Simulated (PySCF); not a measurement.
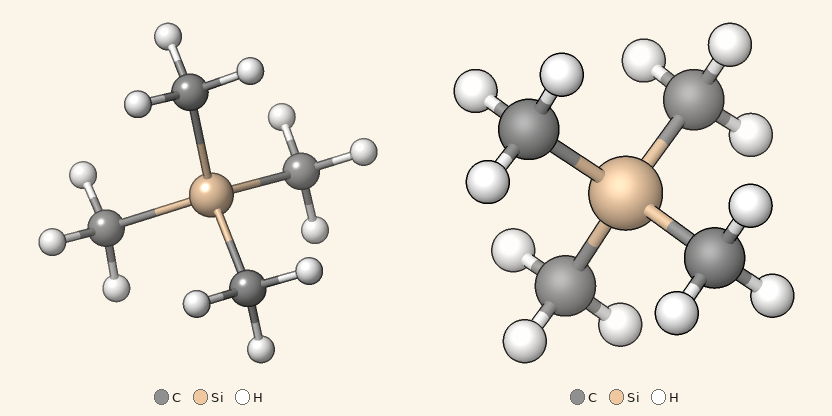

Two views of one molecule.

What does the picture show?

Formula C4H12Si. As SMILES it reads `C[Si](C)(C)C`. It has no ring. The point group is Td. Coordination: 4 C tetrahedral; 1 Si tetrahedral.

The parts below concern this one geometry. Atoms keep their numbers from picture to picture. Computed geometry: PBE0-D3(BJ)/def2-TZVP optimisation. No frequency run is at hand to confirm it as a minimum.

**Levels of theory compared**

No frequency run is at hand to confirm it as a minimum. Program: PySCF 2.14.0.

At this fixed geometry, give HOMO–LUMO gap (eV), HOMO energy (eV) at these levels: B97-2/pcSseg-2; KT3/pcSseg-2; PBE0/pcSseg-2; WP04/pcSseg-2 in chloroform (IEF-PCM); ωB97X-D/pcSseg-2; ωB97X-D/pcSseg-2 in chloroform (IEF-PCM).

```tsv
level	HOMO–LUMO gap (eV)	HOMO energy (eV)
B97-2/pcSseg-2	8.49	−8.07
KT3/pcSseg-2	6.67	−7.15
PBE0/pcSseg-2	8.70	−8.32
WP04/pcSseg-2 in chloroform (IEF-PCM)	8.67	−9.35
ωB97X-D/pcSseg-2	12.23	−10.20
ωB97X-D/pcSseg-2 in chloroform (IEF-PCM)	12.26	−10.10
```

**Charges**

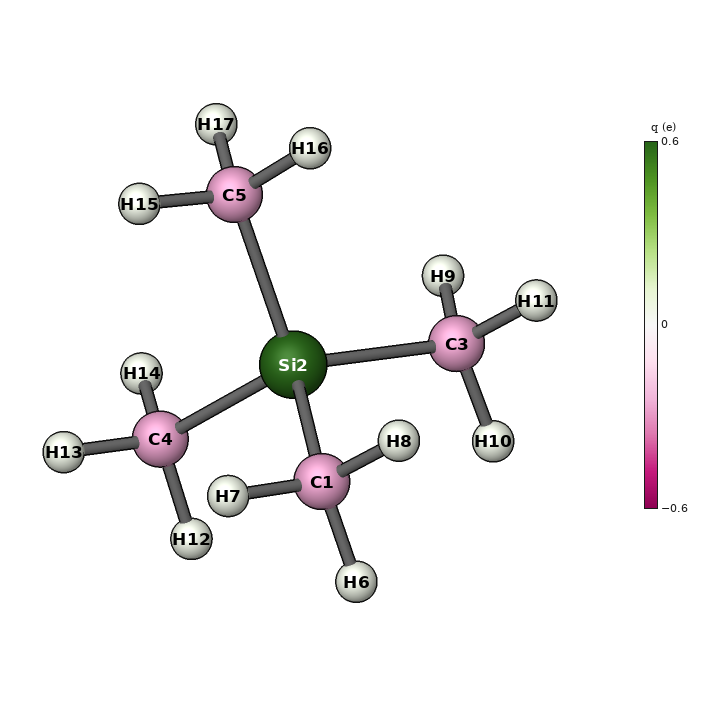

Atoms are coloured by their Mulliken charges. No frequency run is at hand to confirm it as a minimum. Method: PBE0/pcSseg-2, gas phase (PySCF 2.14.0).

List the Mulliken charges.

| atom | value (e) |
| --- | --- |
| C1 | −0.27 |
| Si2 | 0.59 |
| C3 | −0.27 |
| C4 | −0.27 |
| C5 | −0.27 |
| H6 | 0.04 |
| H7 | 0.04 |
| H8 | 0.04 |
| H9 | 0.04 |
| H10 | 0.04 |
| H11 | 0.04 |
| H12 | 0.04 |
| H13 | 0.04 |
| H14 | 0.04 |
| H15 | 0.04 |
| H16 | 0.04 |
| H17 | 0.04 |

**Core levels**

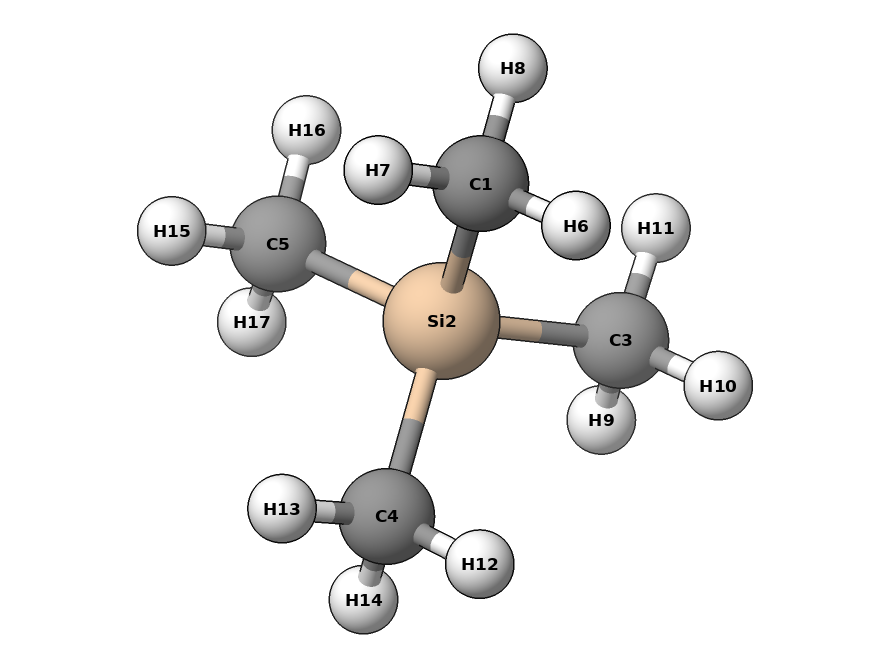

No frequency run is at hand to confirm it as a minimum. Method: delta-SCF UKS SCAN, pcX-3 on the ionised atom, pcseg-2 elsewhere, spin-free X2C (PySCF 2.14.0).

Give the core-electron binding energies (to vacuum; p and d levels without spin–orbit splitting) of C1 1s, Si2 1s, Si2 2p.

```json
{"atom": "C1", "level": "1s", "binding energy (eV)": "289.7"}
{"atom": "Si2", "level": "1s", "binding energy (eV)": "1845.5"}
{"atom": "Si2", "level": "2p", "binding energy (eV)": "105.8"}
```

**Bond orders**

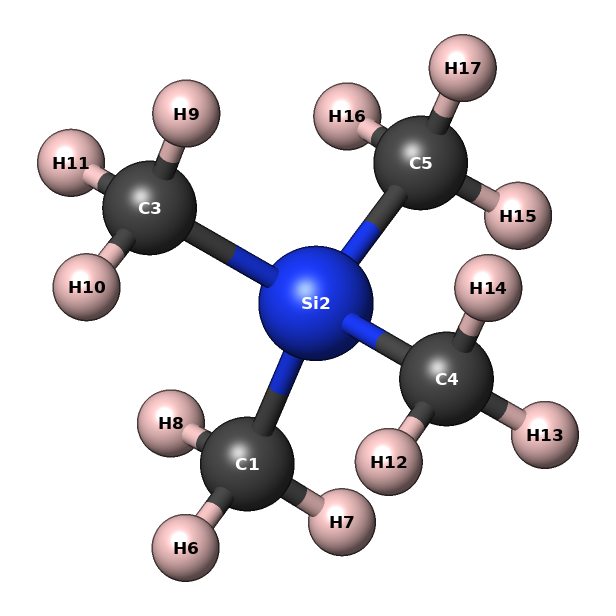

Every bond is drawn as one stick. No frequency run is at hand to confirm it as a minimum. Level of theory: PBE0/pcSseg-2 (PySCF 2.14.0).

List the Mayer bond orders of C1–Si2, C1–H6 (one bond of each equivalent set).

```tsv
bond	Mayer order	length (Å)
C1–Si2	0.95	1.875
C1–H6	0.98	1.093
```

Mulliken values depend strongly on the basis set and can even reverse the polarity of a bond.
